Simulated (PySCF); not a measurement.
# Co³⁺: dipole response in aug-cc-pwCVTZ-DK

Aim: the static polarisability and the C₆ coefficient of Co³⁺, method by method.

The numbers are computed with PySCF 2.14.0 (unrestricted determinants in a Gaussian basis, no spin-orbit coupling in the energies), except any that are marked as measured or tabulated.

## 1. What is computed

| Item | Value |
| --- | --- |
| Element | cobalt (Z = 27) |
| Basis | aug-cc-pwCVTZ-DK |
| Hamiltonian | the spin-free X2C one-electron Hamiltonian (Gaussian nucleus) |
| State 1 | Co³⁺: [Ar] 3d6, high-spin 5D determinant |
| Methods | UHF, PBE |

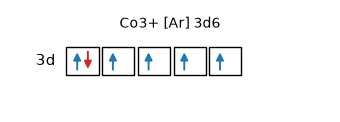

Occupation of the outer shells (arrows by Hund's rule).

One driver process ran all states and methods and kept the integrals in memory. Each run is shown as a PySCF script that sums up its settings (the driver passes frozen orbitals as a list and adds second-order terms of double hybrids); the logs are those of the runs themselves. The driver starts from symmetry-adapted Hartree-Fock orbitals, holds the occupation by maximum overlap and uses a logarithmic radial grid for functionals, so a plain start would take other cycles.

The integrals over 127 functions and the set-up took 8.2 s of CPU time.

## 2. Co³⁺: the ladder of methods

UHF:

The input, input.py:

```python
from pyscf import gto, scf, dft, mp, cc
import basis_set_exchange as bse
mol = gto.M(atom="Co 0 0 0", charge=3, spin=4, symmetry="D2h",
            basis=gto.basis.parse(bse.get_basis("aug-cc-pwCVTZ-DK", elements=["Co"], fmt="nwchem")),
            nucmod="G")
mf = scf.UHF(mol).sfx2c1e()
mf.irrep_nelec = {'Ag': (5, 3), 'B1g': (1, 1), 'B2g': (1, 0), 'B3g': (1, 0), 'B1u': (2, 2), 'B2u': (2, 2), 'B3u': (2, 2)}
mf.kernel()
```

The program printed:

```text
damping factor = 0
level_shift factor = 0
DIIS = <class 'pyscf.scf.diis.CDIIS'>
diis_start_cycle = 1
diis_space = 10
diis_damp = 0
SCF conv_tol = 1e-09
SCF conv_tol_grad = None
number electrons alpha = 14  beta = 10
cycle= 1 E= -1389.91014476685  delta_E= -0.00532  |g|= 0.0284  |ddm|= 0.0271
cycle= 2 E= -1389.91025030563  delta_E= -0.000106  |g|= 0.00501  |ddm|= 0.00559
cycle= 3 E= -1389.91025487121  delta_E= -4.57e-06  |g|= 0.000784  |ddm|= 0.00273
cycle= 4 E= -1389.91025503341  delta_E= -1.62e-07  |g|= 0.00035  |ddm|= 0.000843
cycle= 5 E= -1389.91025506961  delta_E= -3.62e-08  |g|= 7.24e-05  |ddm|= 0.000374
cycle= 6 E= -1389.91025507264  delta_E= -3.03e-09  |g|= 9.04e-06  |ddm|= 0.000122
cycle= 7 E= -1389.91025507269  delta_E= -4.75e-11  |g|= 1.69e-06  |ddm|= 1.64e-05
converged SCF energy = -1389.91025507269  <S^2> = 6.0028418  2S+1 = 5.0011366
```

CPU time 50 s on a shared host, the integrals not counted.

The occupied shells:

```csv
shell,electrons,mean orbital energy (eV),spread (eV),rms radius (bohr)
1s β,1,-7815.3,0,0.0649
1s α,1,-7815.3,0,0.0649
2s α,1,-1006.4,0,0.276
2s β,1,-1002.5,0,0.276
2p α,3,-864.08,1.121,0.249
2p β,3,-860.19,0.024,0.249
3s α,1,-169.30,0,0.825
3s β,1,-158.52,0,0.825
3p α,3,-126.74,2.323,0.875
3p β,3,-113.78,1.699,0.875
3d α,5,-58.295,2.751,1.03
3d β,1,-52.115,0,1.03
```

⟨S²⟩ = 6.003, ⟨L²⟩ = 6.01.

The driver then solved the coupled dipole response at imaginary frequencies: mean α = 1.617 bohr³ (xx, yy, zz: 1.679, 1.679, 1.494), C₆ = 3.864 au for a like pair.

PBE:

Changes to input.py:

```diff
@@ -5,3 +5,3 @@
             nucmod="G")
-mf = scf.UHF(mol).sfx2c1e()
+mf = dft.UKS(mol, xc="PBE").sfx2c1e()
 mf.irrep_nelec = {'Ag': (5, 3), 'B1g': (1, 1), 'B2g': (1, 0), 'B3g': (1, 0), 'B1u': (2, 2), 'B2u': (2, 2), 'B3u': (2, 2)}
```

The program printed:

```text
damping factor = 0
level_shift factor = 0
DIIS = <class 'pyscf.scf.diis.CDIIS'>
diis_start_cycle = 1
diis_space = 10
diis_damp = 0
SCF conv_tol = 1e-09
SCF conv_tol_grad = None
number electrons alpha = 14  beta = 10
XC functionals = PBE
    J. P. Perdew, K. Burke, and M. Ernzerhof.,  Phys. Rev. Lett. 77, 3865 (1996)
    J. P. Perdew, K. Burke, and M. Ernzerhof.,  Phys. Rev. Lett. 78, 1396 (1997)
    J. P. Perdew, K. Burke, and M. Ernzerhof.,  Phys. Rev. Lett. 77, 3865 (1996)
    J. P. Perdew, K. Burke, and M. Ernzerhof.,  Phys. Rev. Lett. 78, 1396 (1997)
cycle= 1 E= -1390.81798196846  delta_E= -0.0176  |g|= 0.0515  |ddm|= 0.422
cycle= 2 E= -1390.8179531562  delta_E= 2.88e-05  |g|= 0.0634  |ddm|= 0.0807
cycle= 3 E= -1390.81846587404  delta_E= -0.000513  |g|= 0.00318  |ddm|= 0.0482
cycle= 4 E= -1390.81846711133  delta_E= -1.24e-06  |g|= 0.000195  |ddm|= 0.00184
cycle= 5 E= -1390.81846711629  delta_E= -4.95e-09  |g|= 2.05e-05  |ddm|= 0.000305
cycle= 6 E= -1390.81846711637  delta_E= -8.75e-11  |g|= 1.43e-06  |ddm|= 4.29e-05
converged SCF energy = -1390.81846711637  <S^2> = 6.0008439  2S+1 = 5.0003375
```

CPU time 29 s on a shared host, the integrals not counted.

The driver then solved the coupled dipole response at imaginary frequencies: mean α = 1.890 bohr³ (xx, yy, zz: 1.969, 1.969, 1.732), C₆ = 4.579 au for a like pair.

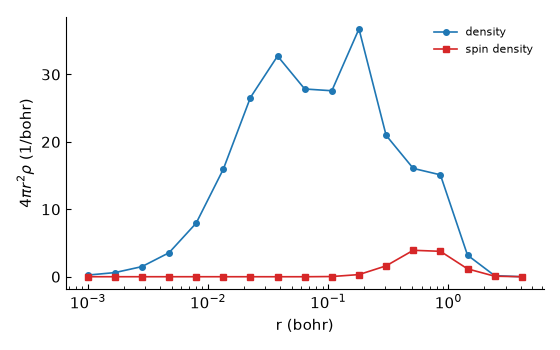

Radial density 4πr²ρ of Co³⁺ at UHF, at 17 stored radii joined by straight lines.

## 3. The response side by side

Co³⁺, in atomic units:

```csv
method,mean α,C₆ (like pair),S(−4)
UHF,1.617,3.864,0.7839
PBE,1.890,4.579,1.308
```

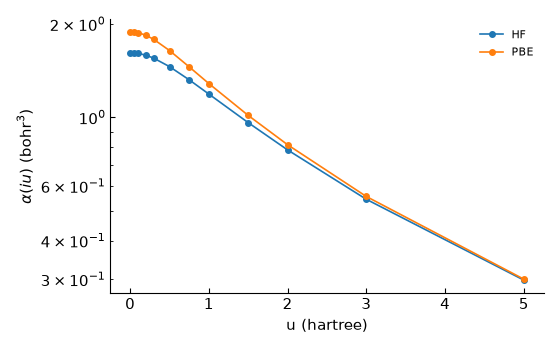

α(iu) of Co³⁺, the polarisability at imaginary frequency, on a logarithmic scale.

## 4. Outcome

```
 quantity                             value
α of Co³⁺  1.617 (UHF) to 1.890 (PBE) bohr³
```

A single London oscillator with the computed α and C₆ of Co³⁺ at UHF would have ω = 4 C₆ / (3 α²) = 1.97 hartree. All values hold for this basis alone; no basis-set limit was taken.
